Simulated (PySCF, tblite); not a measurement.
# C₃H₁₀NOSi radical: geometry, infrared bands and EPR parameters

What infrared bands and EPR parameters should C₃H₁₀NOSi radical (`[CH2]CCO[SiH2]N`) show?

Computed with tblite 0.8.0 and PySCF 2.14.0, with density-fitted response routines of our own, on a single molecule in the gas phase. Atoms are numbered from 0 throughout.

### 1 Starting geometry

16 atoms, charge 0, multiplicity 2; geometry from: force field or distance geometry start.

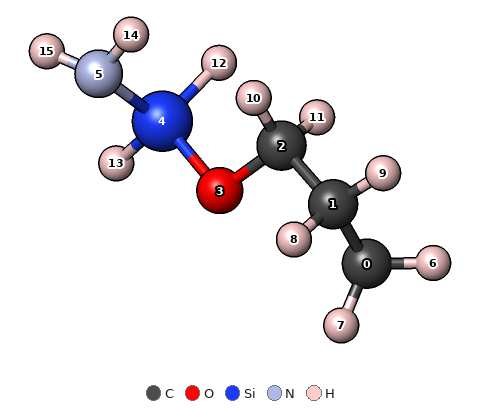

The starting geometry (carbon dark grey, oxygen red, silicon blue, nitrogen light blue, hydrogen pink), atoms numbered.

### 2 Relaxing the molecule with GFN2-xTB

Job settings and geometry (Å):

```
{"job": {"kind": "relax", "xc": "GFN2-xTB", "basis": "xTB"}, "charge": 0, "multiplicity": 2}
C      2.450600    -0.410700     1.001000
C      1.814700     0.535100    -0.030400
C      0.421000    -0.011600    -0.264000
O     -0.256100     0.031000     0.965700
Si    -1.838000    -0.591600     0.648400
N     -2.738800     0.780300    -0.111800
H      3.347700    -0.917300     0.620300
H      2.610800     0.090900     1.982700
H      1.747400     1.556100     0.435500
H      2.411400     0.539900    -0.959600
H     -0.157900     0.568200    -1.009900
H      0.456500    -1.098700    -0.561300
H     -1.666800    -1.681400    -0.304400
H     -2.435900    -1.025200     1.897400
H     -2.424800     0.953000    -1.084200
H     -3.749300     0.690800     0.030800
```

On the command line:

```console
OMP_NUM_THREADS=1 python probes_run.py task.json out
```

One launch serves the whole session: the jobs run in the order shown.

The log of the run:

```text
step      E/eV     max force
  0    -549.00565    2.744
  1    -549.35676    1.733
  2    -549.57121    1.548
  3    -549.62884    0.834
  4    -549.72497    0.566
  5    -549.77114    0.634
  6    -549.82355    0.686
  7    -549.85540    0.432
  8    -549.87615    0.345
  9    -549.88889    0.312
 10    -549.90358    0.374
 11    -549.91795    0.351
 12    -549.93500    0.272
 13    -549.95122    0.358
 14    -549.96541    0.359
 15    -549.97945    0.305
 16    -549.99247    0.313
 17    -550.00365    0.303
 18    -550.01296    0.203
 19    -550.01959    0.249
 20    -550.02574    0.232
 21    -550.03235    0.209
 22    -550.03855    0.206
 23    -550.04352    0.155
 24    -550.04775    0.181
 25    -550.05201    0.178
 26    -550.05629    0.168
 27    -550.05988    0.154
 28    -550.06223    0.109
 29    -550.06379    0.105
 30    -550.06502    0.077
 31    -550.06602    0.075
 32    -550.06672    0.056
 33    -550.06720    0.042
 34    -550.06754    0.039
 35    -550.06780    0.046
 36    -550.06803    0.036
 37    -550.06824    0.032
 38    -550.06846    0.036
 39    -550.06866    0.035
 40    -550.06883    0.026
 41    -550.06895    0.022
 42    -550.06906    0.029
 43    -550.06918    0.031
 44    -550.06929    0.024
 45    -550.06938    0.022
 46    -550.06948    0.026
 47    -550.06958    0.033
 48    -550.06967    0.027
 49    -550.06974    0.019
 50    -550.06978    0.018
 51    -550.06981    0.023
 52    -550.06986    0.023
 53    -550.06989    0.015
 54    -550.06992    0.012
 55    -550.06994    0.016
 56    -550.06997    0.017
 57    -550.06999    0.012
 58    -550.07001    0.012
 59    -550.07003    0.015
 60    -550.07006    0.019
 61    -550.07010    0.023
 62    -550.07014    0.016
 63    -550.07017    0.014
 64    -550.07020    0.017
 65    -550.07025    0.026
 66    -550.07032    0.034
 67    -550.07040    0.028
 68    -550.07046    0.017
 69    -550.07051    0.019
 70    -550.07058    0.023
 71    -550.07068    0.035
 72    -550.07081    0.032
 73    -550.07092    0.030
 74    -550.07101    0.027
 75    -550.07108    0.024
 76    -550.07115    0.022
 77    -550.07119    0.014
 78    -550.07121    0.014
 79    -550.07124    0.015
 80    -550.07129    0.018
 81    -550.07134    0.018
 82    -550.07139    0.014
 83    -550.07141    0.014
 84    -550.07144    0.015
 85    -550.07147    0.016
 86    -550.07151    0.018
 87    -550.07155    0.011
 88    -550.07158    0.012
 89    -550.07161    0.014
 90    -550.07166    0.018
 91    -550.07175    0.028
 92    -550.07191    0.034
 93    -550.07212    0.033
 94    -550.07235    0.044
 95    -550.07263    0.049
 96    -550.07295    0.070
 97    -550.07329    0.058
 98    -550.07362    0.054
 99    -550.07387    0.034
100    -550.07398    0.031
101    -550.07417    0.031
102    -550.07433    0.025
103    -550.07443    0.017
104    -550.07445    0.017
105    -550.07448    0.012
106    -550.07449    0.011
107    -550.07452    0.015
108    -550.07455    0.020
109    -550.07458    0.016
110    -550.07461    0.013
111    -550.07463    0.012
112    -550.07465    0.014
113    -550.07468    0.016
114    -550.07471    0.010
115    -550.07474    0.011
116    -550.07476    0.012
117    -550.07480    0.020
118    -550.07486    0.023
119    -550.07494    0.018
120    -550.07500    0.022
121    -550.07505    0.024
122    -550.07511    0.025
123    -550.07520    0.030
124    -550.07539    0.042
125    -550.07573    0.050
126    -550.07617    0.069
127    -550.07664    0.078
128    -550.07676    0.086
129    -550.07689    0.110
130    -550.07752    0.051
131    -550.07776    0.038
132    -550.07832    0.052
133    -550.07887    0.075
134    -550.07941    0.072
135    -550.07956    0.073
136    -550.07989    0.028
137    -550.07998    0.026
138    -550.08007    0.024
139    -550.08014    0.028
140    -550.08024    0.027
141    -550.08040    0.028
142    -550.08056    0.024
143    -550.08067    0.034
144    -550.08079    0.034
145    -550.08094    0.028
146    -550.08117    0.033
147    -550.08140    0.037
148    -550.08163    0.037
149    -550.08194    0.052
150    -550.08091    0.140
151    -550.08239    0.038
152    -550.08267    0.032
153    -550.08152    0.172
154    -550.08341    0.042
155    -550.08390    0.045
156    -550.08093    0.240
157    -550.08451    0.040
158    -550.08500    0.043
159    -550.08201    0.244
160    -550.08579    0.043
161    -550.08636    0.051
162    -550.08245    0.266
163    -550.08730    0.065
164    -550.08796    0.066
165    -550.08428    0.281
166    -550.08935    0.070
167    -550.09029    0.078
168    -550.08893    0.278
169    -550.09295    0.088
170    -550.09451    0.086
171    -550.09534    0.295
172    -550.09974    0.121
173    -550.10244    0.085
174    -550.10644    0.259
175    -550.11073    0.177
176    -550.11290    0.204
177    -550.11015    0.394
178    -550.11566    0.078
179    -550.11662    0.071
180    -550.11763    0.114
181    -550.11817    0.066
182    -550.11872    0.069
183    -550.11889    0.040
184    -550.11902    0.044
185    -550.11915    0.036
186    -550.11934    0.036
187    -550.11958    0.031
188    -550.11977    0.027
189    -550.12009    0.037
190    -550.12057    0.042
191    -550.12095    0.055
192    -550.12122    0.036
193    -550.12151    0.036
194    -550.12190    0.055
195    -550.12233    0.065
196    -550.12264    0.061
197    -550.12295    0.047
198    -550.12322    0.050
199    -550.12352    0.051
200    -550.12391    0.070
201    -550.12441    0.077
202    -550.12462    0.112
203    -550.12557    0.076
204    -550.12639    0.069
205    -550.12738    0.107
206    -550.12827    0.102
207    -550.12910    0.100
208    -550.12716    0.322
209    -550.13130    0.090
210    -550.13208    0.075
211    -550.13218    0.182
212    -550.13380    0.121
213    -550.13462    0.077
214    -550.13790    0.117
215    -550.14073    0.259
216    -550.14432    0.151
217    -550.14771    0.235
218    -550.15343    0.216
219    -550.15787    0.139
220    -550.15668    0.353
221    -550.16126    0.153
222    -550.16184    0.196
223    -550.16447    0.113
224    -550.16700    0.182
225    -550.16902    0.158
226    -550.17094    0.081
227    -550.17156    0.091
228    -550.17231    0.056
229    -550.17275    0.068
230    -550.17307    0.048
231    -550.17330    0.037
232    -550.17350    0.029
233    -550.17363    0.041
234    -550.17377    0.044
235    -550.17392    0.041
236    -550.17403    0.021
237    -550.17410    0.019
238    -550.17424    0.038
239    -550.17438    0.047
240    -550.17456    0.032
241    -550.17474    0.032
242    -550.17494    0.046
243    -550.17517    0.055
244    -550.17547    0.059
245    -550.17585    0.050
246    -550.17635    0.063
247    -550.17698    0.071
248    -550.17755    0.065
249    -550.17798    0.061
250    -550.17828    0.047
251    -550.17856    0.042
252    -550.17884    0.047
253    -550.17907    0.040
254    -550.17920    0.028
255    -550.17931    0.027
256    -550.17943    0.024
257    -550.17954    0.028
258    -550.17961    0.017
259    -550.17966    0.013
260    -550.17970    0.014
261    -550.17974    0.011
262    -550.17976    0.009
```

It took 1.6 s on 1 thread of Arm Neoverse V1, shared host; peak memory 0.17 GiB.

Step by step: (not every step is listed)

| step | energy from step 0 (eV) | largest force (eV/Å) |
| --- | --- | --- |
| 0 | 0.0000 | 2.7443 |
| 1 | -0.3511 | 1.7331 |
| 2 | -0.5656 | 1.5478 |
| 3 | -0.6232 | 0.8345 |
| 4 | -0.7193 | 0.5665 |
| 5 | -0.7655 | 0.6342 |
| 6 | -0.8179 | 0.6861 |
| 7 | -0.8498 | 0.4322 |
| 8 | -0.8705 | 0.3455 |
| 32 | -1.0611 | 0.0565 |
| 56 | -1.0643 | 0.0173 |
| 80 | -1.0656 | 0.0185 |
| 104 | -1.0688 | 0.0166 |
| 128 | -1.0711 | 0.0865 |
| 152 | -1.0770 | 0.0324 |
| 176 | -1.1073 | 0.2041 |
| 200 | -1.1183 | 0.0701 |
| 224 | -1.1614 | 0.1825 |
| 248 | -1.1719 | 0.0652 |
| 257 | -1.1739 | 0.0277 |
| 258 | -1.1740 | 0.0165 |
| 259 | -1.1740 | 0.0130 |
| 260 | -1.1741 | 0.0142 |
| 261 | -1.1741 | 0.0112 |
| 262 | -1.1741 | 0.0088 |

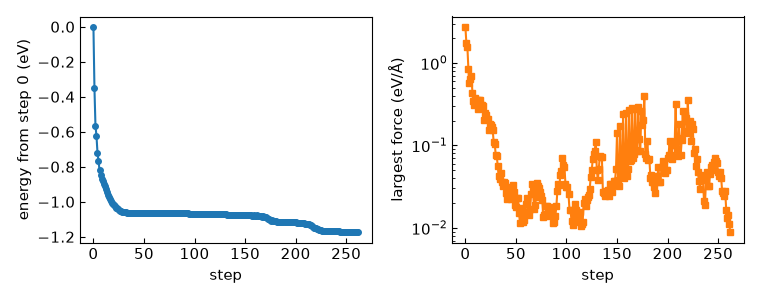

Energy and largest force along the relaxation.

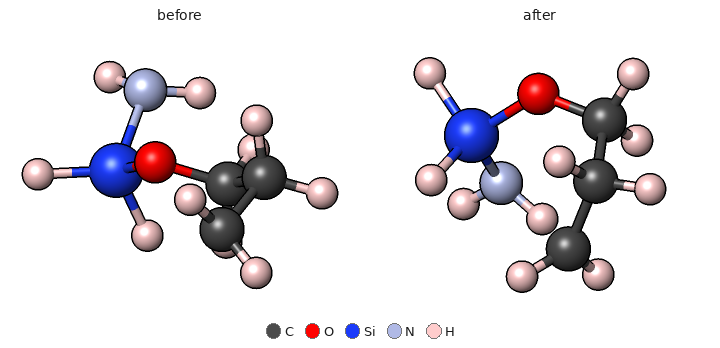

The geometry before (left) and after (right).

Close pairs (by a distance rule), those that changed most:

| bond | before (Å) | after (Å) | change (Å) |
| --- | --- | --- | --- |
| O3–Si4 | 1.729 | 1.621 | -0.109 |
| Si4–N5 | 1.809 | 1.728 | -0.081 |
| C0–C1 | 1.537 | 1.467 | -0.070 |
| C0–H7 | 1.114 | 1.071 | -0.043 |
| C1–H8 | 1.124 | 1.091 | -0.034 |
| C1–C2 | 1.515 | 1.547 | +0.032 |
| C2–H11 | 1.128 | 1.098 | -0.030 |
| N5–H14 | 1.036 | 1.008 | -0.028 |

The final coordinates are the input of the step that follows.

### 3 Vibrational analysis with GFN2-xTB

Job settings and geometry (Å):

```
{"job": {"kind": "ir", "xc": "GFN2-xTB", "basis": "xTB"}, "charge": 0, "multiplicity": 2}
C      1.346559    -1.058832     0.201258
C      1.697355     0.364041     0.276272
C      0.590070     1.273296    -0.307170
O     -0.545685     1.312963     0.485163
Si    -1.525670     0.123081     0.986070
N     -2.096869    -0.812827    -0.349218
H      1.130233    -1.502024    -0.753013
H      1.391495    -1.696916     1.060354
H      1.880262     0.665046     1.308416
H      2.600841     0.575119    -0.313766
H      0.966112     2.300540    -0.377209
H      0.333262     0.924899    -1.315837
H     -0.871972    -0.674288     2.035602
H     -2.646450     0.905302     1.485054
H     -1.425045    -1.211786    -0.986241
H     -2.832097    -1.478671    -0.179663
```

The log of the run:

```text
mode    cm-1     km/mol
  1      50.0      2.13
  2      80.0      4.26
  3     101.7      8.93
  4     151.1      4.16
  5     190.3      8.87
  6     238.0      4.26
  7     306.3     13.97
  8     311.9      0.45
  9     455.7     26.95
 10     514.6     62.23
 11     539.2     52.67
 12     558.3    252.12
 13     612.3     25.32
 14     716.7     41.98
 15     742.5    125.41
 16     792.4    133.16
 17     826.7     31.37
 18     840.8    239.35
 19     889.9    168.66
 20     924.4      3.45
 21     930.6     67.34
 22    1076.4     41.48
 23    1139.0    126.07
 24    1152.9      5.79
 25    1210.2     75.92
 26    1237.1     20.57
 27    1302.5      1.40
 28    1332.4      8.95
 29    1399.7      1.41
 30    1446.1      1.93
 31    1479.0      0.26
 32    1530.5     52.82
 33    2157.8    346.57
 34    2320.5    280.01
 35    2853.5     29.51
 36    2886.9     51.78
 37    2919.7     59.13
 38    2998.8     29.97
 39    3125.0     27.05
 40    3177.0     29.12
 41    3472.0      1.83
 42    3516.6      1.02
```

It took 0.46 s on 1 thread of Arm Neoverse V1, shared host; peak memory 0.17 GiB.

Which atoms move in the most intense modes:

| cm⁻¹ | km/mol | atoms |
| --- | --- | --- |
| 558 | 252.1 | H13 29 %, H12 23 %, H15 16 %, N5 15 % |
| 742 | 125.4 | H12 30 %, H13 22 %, H15 18 % |
| 792 | 133.2 | H13 41 %, H12 40 % |
| 841 | 239.3 | H14 25 %, H12 16 %, H15 15 %, Si4 13 % |
| 890 | 168.7 | N5 36 %, Si4 32 % |
| 1139 | 126.1 | H9 29 %, O3 25 %, C2 16 % |
| 2158 | 346.6 | H12 96 % |
| 2320 | 280.0 | H13 96 % |

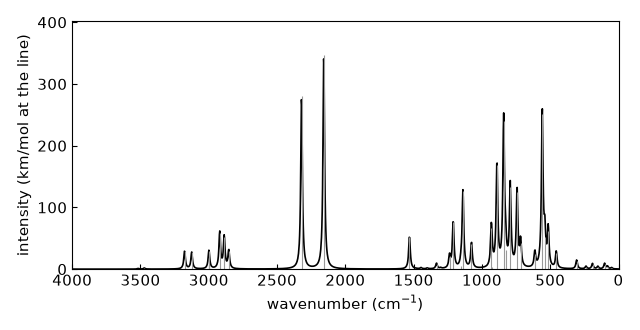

The infrared spectrum from these modes, unscaled. Lines are broadened to a width of 14 cm⁻¹ (Lorentzian).

### 4 g tensor and hyperfine couplings: B3LYP/pcH-1

Same as in step 3 but for these lines:

```diff
@@ -1,2 +1,2 @@
-{"job": {"kind": "ir", "xc": "GFN2-xTB", "basis": "xTB"}, "charge": 0, "multiplicity": 2}
+{"job": {"kind": "epr", "basis": "pcH-1"}, "charge": 0, "multiplicity": 2}
 C      1.346559    -1.058832     0.201258
```

Method: UKS B3LYP, pcH-1 on C H N O Si, non-relativistic, mean-field spin-orbit, GIAO.

The log of the run:

```text
UKS, coarse grid
  cycle   1  E = -539.69066572  |g| = 6.14e-01
  cycle   2  E = -539.47300127  |g| = 9.76e-01
  cycle   3  E = -539.82555876  |g| = 1.00e-01
  cycle   4  E = -539.82843900  |g| = 5.20e-02
  cycle   5  E = -539.82952579  |g| = 1.06e-02
  cycle   6  E = -539.82956930  |g| = 4.19e-03
  cycle   7  E = -539.82957762  |g| = 1.13e-03
  cycle   8  E = -539.82957777  |g| = 2.95e-04
UKS, final grid
  cycle   1  E = -539.82957744  |g| = 2.41e-04
  cycle   2  E = -539.82957742  |g| = 3.20e-04
  cycle   3  E = -539.82957746  |g| = 5.00e-05
  cycle   4  E = -539.82957747  |g| = 2.27e-05
E = -539.82957747 Eh   <S^2> = 0.7537 (exact 0.7500)
g shifts (ppm)      1          2          3
  rmc          -139       -139       -139
  gc              7         42         33
  oz_so         -16        638        908
  total        -149        541        802
hyperfine (MHz)  atom isotope    a_iso     a_fc   dipolar eigenvalues
    0   13C      87.64      87.74    -79.55    -78.78    158.33
    1   13C     -32.75     -32.76     -2.57      0.59      1.98
    2   13C      63.14      63.15     -5.15     -4.49      9.64
    3   17O       0.28       0.28     -2.37      0.87      1.50
    4  29Si      -2.52      -2.52     -0.90      0.06      0.83
    5   14N       0.63       0.63     -0.49     -0.44      0.93
    6    1H     -59.71     -59.73    -38.28     -0.20     38.48
    7    1H     -63.40     -63.42    -38.63     -0.19     38.81
    8    1H       4.08       4.08     -4.87     -3.92      8.79
    9    1H     137.07     137.07     -5.46     -3.27      8.73
   10    1H       3.71       3.71     -3.26     -1.86      5.12
   11    1H      -3.70      -3.70     -4.39     -2.50      6.89
   12    1H      20.01      20.01     -3.90     -2.67      6.56
   13    1H       9.25       9.25     -0.94     -0.89      1.83
   14    1H       0.81       0.81     -3.81     -1.83      5.64
   15    1H       1.02       1.02     -1.48     -0.96      2.44
```

Run time: 64 s. Hardware: 1 thread of Arm Neoverse V1, shared host; peak memory 0.94 GiB.

Principal g values 2.00217, 2.00286, 2.00312; g(iso) = 2.00272, against 2.00232 for a free electron.

Hyperfine couplings; where a row names several nuclei, a(iso) is their mean (it holds for fast rotation or exchange) and the dipolar term the largest among them:

| nuclei | isotope | a(iso) (MHz) | a(iso) (G, at g = 2.0023) | largest dipolar term (MHz) |
| --- | --- | --- | --- | --- |
| C0 | 13C | 87.6 | 31.3 | 158.3 |
| H8, H9 | 1H | 70.6 | 25.2 | 8.8 |
| C2 | 13C | 63.1 | 22.5 | 9.6 |
| H6, H7 | 1H | -61.6 | -22.0 | 38.8 |
| C1 | 13C | -32.8 | -11.7 | -2.6 |
| H12, H13 | 1H | 14.6 | 5.2 | 6.6 |
| Si4 | 29Si | -2.5 | -0.9 | -0.9 |
| H14, H15 | 1H | 0.9 | 0.3 | 5.6 |
| N5 | 14N | 0.6 | 0.2 | 0.9 |
| O3 | 17O | 0.3 | 0.1 | -2.4 |
| H10, H11 | 1H | 0.0 | 0.0 | 6.9 |

Mulliken spin populations:

C0 1.05; C1 -0.09; C2 0.04; O3 0.00; Si4 0.01; N5 0.00; H6 -0.04; H7 -0.04; H8 0.00; H9 0.06; H10 0.01; H11 0.00; H12 0.00; H13 0.01; H14 0.00; H15 0.00

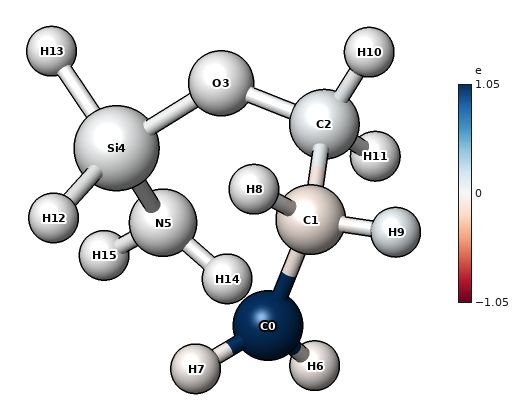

Mulliken spin populations, as colours on the atoms.

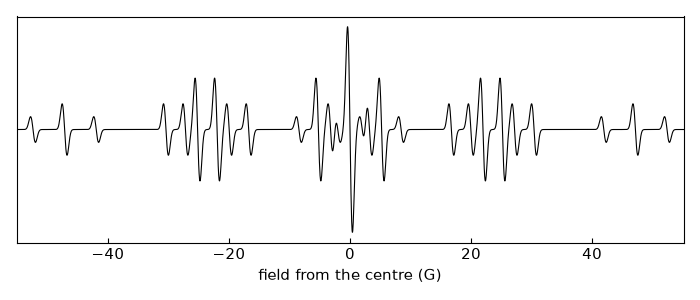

First-order isotropic spectrum (first derivative, main isotopes with spin only, couplings over 0.8 MHz, Gaussian width 0.3 G; couplings of the frozen geometry, rotation of groups not averaged beyond the rows shown).

The fields below are evaluated on a grid from the run's orbitals.

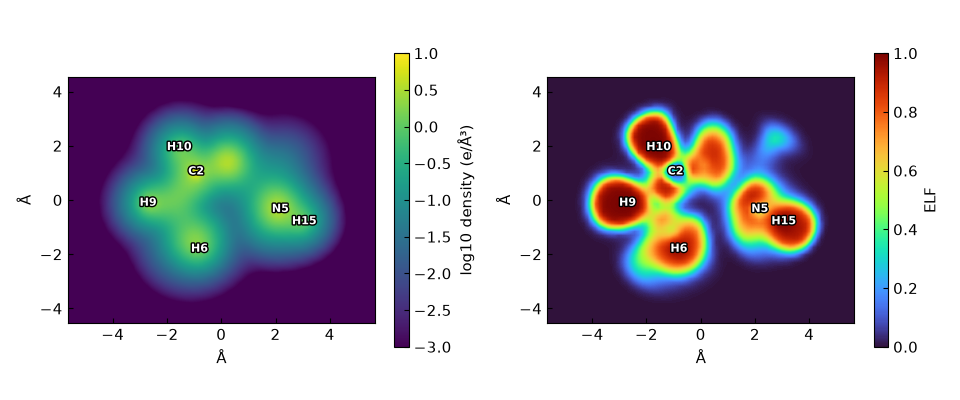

Density (left) and ELF (right) in a plane through or near 6 of the atoms.

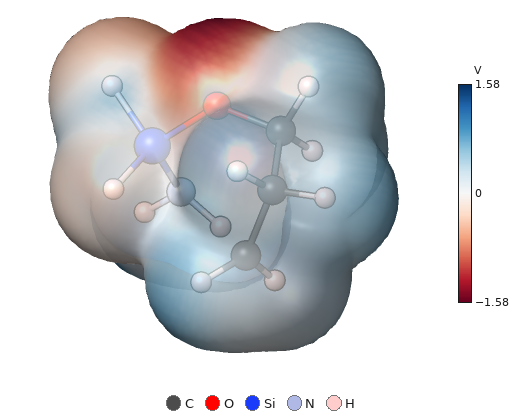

The potential that a unit positive charge feels on the 0.002 e/bohr³ surface, from -1.47 V near N5 to 1.58 V near H15.

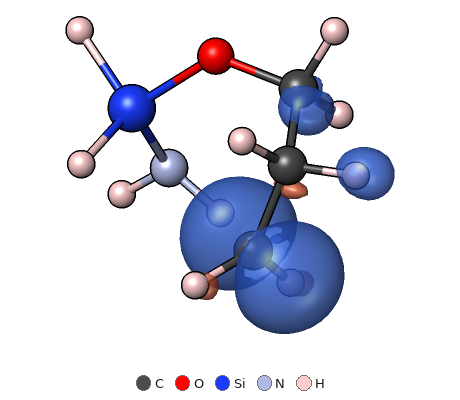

Spin density at ±0.04 e/Å³ (alpha excess blue, beta excess red).

### 5 What came out

```
                                                                  quantity                  value
                                 strongest single infrared mode (GFN2-xTB)  2158 cm⁻¹, 347 km/mol
                                              zero-point energy (GFN2-xTB)          77.9 kcal/mol
                                                            g(iso) (B3LYP)                2.00272
                                                                      ⟨S²⟩     0.754 (exact 0.75)
                                        largest a(iso) (averaged by class)    13C on C0, 87.6 MHz
potential on the surface of density 0.002 e/bohr³, 1st and 99th percentile     -1.47 V and 1.58 V
```

The optimisation took 262 steps and gained 1.174 eV; among the close pairs (by a distance rule), O3–Si4 changed most, from 1.729 to 1.621 Å. All 42 modes are real, so the xTB geometry is a minimum. The strongest single mode, at 2158 cm⁻¹, moves mainly H12. GFN2-xTB is a fitted tight-binding method: band positions and strengths are rough. Its intensities can rank the bands wrongly. C0 carries the largest spin population, 1.05 e. The isotropic g lies 0.4 ppt above the free-electron value. These values are for one conformer; the search (at its own cheap level) found 2 more, at 0.67, 2.67 kcal/mol, and measured spectra average over such forms.
